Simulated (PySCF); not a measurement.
**What a change does: NMR shielding calculation on C4H10AlO4S**

System: C4H10AlO4S, charge −1.
Method of the first run: GIAO PBE0/pcSseg-1 NMR shielding, non-relativistic, IEF-PCM benzene (PySCF 2.14.0).

The geometry comes from this level: PBE0-D3(BJ)/def2-SVP. Text and figures count atoms from 1; the logs count them from 0 in places.

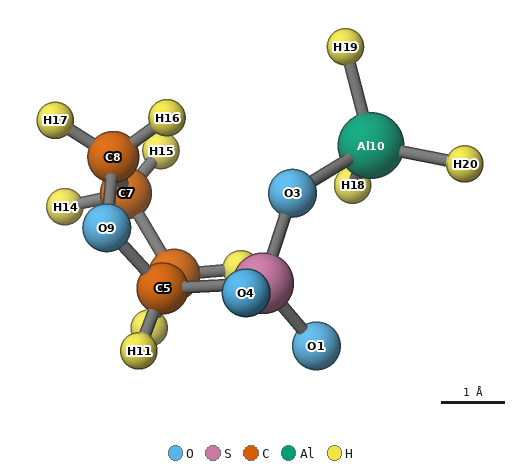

Fig. 1: The structure as given in the input (ball-and-stick view, seen at a tilt; atoms are numbered from 1 in the order of the input). Sticks mark near contacts.

### Input file, the first run
```
{"job": {"kind": "nmr", "xc": "PBE0", "basis": "pcSseg-1", "solvent": "benzene", "pop": true}, "charge": -1, "multiplicity": 1}
O     -1.489559    -1.729011    -1.485745
S     -0.948311    -1.678642    -0.123934
O      0.590569    -1.589404    -0.124810
O     -1.402373    -2.678885     0.835441
C     -1.432857    -0.042111     0.531589
C     -0.934397     1.081514    -0.389325
C      0.053689     1.854453     0.492840
C      0.308715     0.892728     1.650326
O     -0.906874     0.181959     1.802177
Al     1.898977    -1.327842    -1.434778
H     -2.528650    -0.123298     0.607745
H     -0.447086     0.665147    -1.283363
H     -1.770372     1.708245    -0.730412
H     -0.401052     2.786154     0.866045
H      0.976775     2.110461    -0.046766
H      1.133586     0.199480     1.417500
H      0.521186     1.394839     2.606512
H      1.439877    -0.017693    -2.291496
H      3.215371    -1.011711    -0.529421
H      2.047374    -2.670909    -2.328255
```

The first line tells a small driver script what to run in PySCF; the rest is the geometry in Å.

Command:
```bash
OMP_NUM_THREADS=1 python <driver script> task.json out
```

Hardware: 1 CPU thread, shared host.

### Output (the first run)
```
coarse grid: 18136 points
cycle   1  E = -1098.8012475180  dE =  1.865e+00  |g| = 1.336e+00  |ddm| = 4.265e+00
cycle   2  E = -1098.2650135868  dE =  5.362e-01  |g| = 2.204e+00  |ddm| = 2.572e+00
cycle   3  E = -1099.1115685549  dE = -8.466e-01  |g| = 1.744e-01  |ddm| = 1.743e+00
cycle   4  E = -1099.1165156549  dE = -4.947e-03  |g| = 1.009e-01  |ddm| = 2.388e-01
cycle   5  E = -1099.1183159700  dE = -1.800e-03  |g| = 2.932e-02  |ddm| = 8.587e-02
cycle   6  E = -1099.1184687388  dE = -1.528e-04  |g| = 7.416e-03  |ddm| = 2.624e-02
cycle   7  E = -1099.1184793255  dE = -1.059e-05  |g| = 1.587e-03  |ddm| = 6.786e-03
cycle   8  E = -1099.1184798346  dE = -5.091e-07  |g| = 3.698e-04  |ddm| = 1.817e-03
final grid: 167024 points
cycle   9  E = -1099.2223078401  dE = -4.201e-05  |g| = 1.373e-02  |ddm| = 4.021e-02
cycle  10  E = -1099.2222682964  dE =  3.954e-05  |g| = 2.010e-02  |ddm| = 2.315e-02
cycle  11  E = -1099.2223423516  dE = -7.406e-05  |g| = 1.745e-03  |ddm| = 1.407e-02
cycle  12  E = -1099.2223429255  dE = -5.739e-07  |g| = 3.869e-04  |ddm| = 1.737e-03
cycle  13  E = -1099.2223429476  dE = -2.211e-08  |g| = 1.934e-04  |ddm| = 3.863e-04
cycle  14  E = -1099.2223429540  dE = -6.351e-09  |g| = 4.380e-05  |ddm| = 1.641e-04
cycle  15  E = -1099.2223429543  dE = -3.470e-10  |g| = 1.351e-05  |ddm| = 4.432e-05
converged SCF energy = -1099.2223429543

GIAO shielding tensors (ppm)
atom      isotropic    diamagn.    paramagn.     s11        s22        s33       span
  0 O      109.410     402.850    -293.440     70.391    103.279    154.561     84.170
  1 S      162.194    1050.803    -888.609     33.786    154.805    297.991    264.204
  2 O      144.461     405.265    -260.803     95.775     98.616    238.993    143.217
  3 O      117.998     398.656    -280.658     70.473    119.422    164.099     93.626
  4 C       86.862     256.838    -169.976     58.742     86.329    115.514     56.771
  5 C      156.012     251.500     -95.489    126.227    166.616    175.192     48.965
  6 C      157.697     250.401     -92.704    130.714    168.360    174.015     43.301
  7 C      114.931     247.737    -132.806     73.196    105.559    166.038     92.841
  8 O      253.920     398.661    -144.741    195.920    241.847    323.994    128.074
  9 Al     443.109     793.679    -350.570    425.402    439.830    464.095     38.693
 10 H       26.870      31.525      -4.655     24.665     25.511     30.432      5.768
 11 H       28.024      32.842      -4.818     23.651     26.651     33.770     10.119
 12 H       29.375      31.351      -1.976     24.239     27.350     36.538     12.300
 13 H       29.713      30.182      -0.469     24.151     27.267     37.721     13.569
 14 H       29.279      31.103      -1.825     25.247     26.963     35.626     10.379
 15 H       26.852      31.819      -4.966     22.821     26.304     31.432      8.612
 16 H       27.540      29.551      -2.011     23.079     25.765     33.775     10.696
 17 H       27.170      30.503      -3.334     23.514     27.812     30.183      6.669
 18 H       27.416      29.837      -2.421     24.536     26.178     31.533      6.997
 19 H       27.275      28.733      -1.458     24.001     25.798     32.026      8.025
```

For the second run the input was changed thus:
```diff
-"solvent": "benzene"
-"pop": true
+"solvent": "water"
+"pop": false
```

How does the second run compare with the first run?

The total energy of the second run is 25.4 kcal/mol lower: the change of the electrostatic solvation energy at this fixed geometry, without cavity or dispersion terms. The HOMO goes from −5.61 to −7.32 eV. The LUMO goes from 2.31 to 0.74 eV. Of all shieldings, the largest change is that of O4, by +6.3 ppm. The SCF takes 14 iterations against 15.

### Output (the second run)
```
coarse grid: 18136 points
cycle   1  E = -1098.8483441157  dE =  1.818e+00  |g| = 1.330e+00  |ddm| = 4.265e+00
cycle   2  E = -1098.3499788831  dE =  4.984e-01  |g| = 2.150e+00  |ddm| = 2.444e+00
cycle   3  E = -1099.1535004092  dE = -8.035e-01  |g| = 1.548e-01  |ddm| = 1.641e+00
cycle   4  E = -1099.1573329511  dE = -3.833e-03  |g| = 9.127e-02  |ddm| = 2.057e-01
cycle   5  E = -1099.1588185248  dE = -1.486e-03  |g| = 2.598e-02  |ddm| = 7.630e-02
cycle   6  E = -1099.1589366866  dE = -1.182e-04  |g| = 6.668e-03  |ddm| = 2.265e-02
cycle   7  E = -1099.1589452515  dE = -8.565e-06  |g| = 1.326e-03  |ddm| = 5.813e-03
final grid: 167024 points
cycle   8  E = -1099.2627413050  dE = -4.069e-05  |g| = 1.451e-02  |ddm| = 4.037e-02
cycle   9  E = -1099.2627019603  dE =  3.934e-05  |g| = 2.059e-02  |ddm| = 2.465e-02
cycle  10  E = -1099.2627808587  dE = -7.890e-05  |g| = 1.856e-03  |ddm| = 1.432e-02
cycle  11  E = -1099.2627815183  dE = -6.596e-07  |g| = 3.030e-04  |ddm| = 1.775e-03
cycle  12  E = -1099.2627815321  dE = -1.374e-08  |g| = 1.677e-04  |ddm| = 3.287e-04
cycle  13  E = -1099.2627815367  dE = -4.641e-09  |g| = 4.676e-05  |ddm| = 1.447e-04
cycle  14  E = -1099.2627815371  dE = -3.872e-10  |g| = 1.317e-05  |ddm| = 4.777e-05
converged SCF energy = -1099.2627815371

GIAO shielding tensors (ppm)
atom      isotropic    diamagn.    paramagn.     s11        s22        s33       span
  0 O      115.025     403.296    -288.271     73.816    109.505    161.752     87.936
  1 S      158.845    1051.111    -892.266     38.079    154.524    283.932    245.852
  2 O      146.286     405.277    -258.991     96.113    102.802    239.944    143.830
  3 O      124.267     399.204    -274.937     74.404    126.882    171.516     97.112
  4 C       85.612     257.206    -171.594     56.536     86.135    114.164     57.628
  5 C      156.054     252.204     -96.149    126.325    166.359    175.479     49.154
  6 C      157.947     250.348     -92.400    130.121    169.119    174.602     44.481
  7 C      114.456     248.556    -134.100     72.127    105.129    166.113     93.985
  8 O      254.701     399.312    -144.611    199.799    241.638    322.666    122.867
  9 Al     444.307     793.554    -349.247    428.130    442.075    462.717     34.587
 10 H       26.515      31.029      -4.514     24.265     25.160     30.121      5.856
 11 H       28.391      33.413      -5.022     24.044     27.185     33.945      9.901
 12 H       28.978      30.879      -1.901     23.807     26.796     36.331     12.524
 13 H       29.312      29.700      -0.388     23.715     26.734     37.488     13.773
 14 H       29.237      30.992      -1.755     25.152     26.866     35.693     10.541
 15 H       27.054      32.216      -5.162     23.076     26.493     31.593      8.518
 16 H       27.214      29.208      -1.994     22.742     25.345     33.553     10.811
 17 H       27.273      30.649      -3.375     23.602     27.934     30.284      6.682
 18 H       27.556      29.968      -2.412     24.658     26.301     31.710      7.052
 19 H       27.444      28.914      -1.470     24.177     25.971     32.183      8.006
```

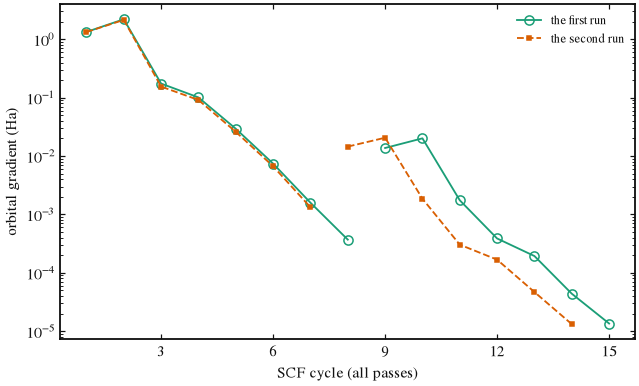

Fig. 2: Convergence of the two runs: orbital gradient against the SCF cycle. A break in a curve parts two SCF passes (coarse and final grid). The first run takes 15 cycles in all, and the second run takes 14.

### The two runs side by side

```csv
quantity,the first run,the second run
outcome,converged,converged
total energy (hartree),−1099.222343,−1099.262782
HOMO (eV),−5.61,−7.32
LUMO (eV),2.31,0.74
shielding of O1 (ppm),109.4,115.0
shielding of S2 (ppm),162.2,158.8
shielding of O3 (ppm),144.5,146.3
shielding of O4 (ppm),118.0,124.3
shielding of C5 (ppm),86.9,85.6
shielding of O9 (ppm),253.9,254.7
shielding of Al10 (ppm),443.1,444.3
SCF iterations,15,14
basis functions,234,234
wall time (shared host),98 s,90 s
```
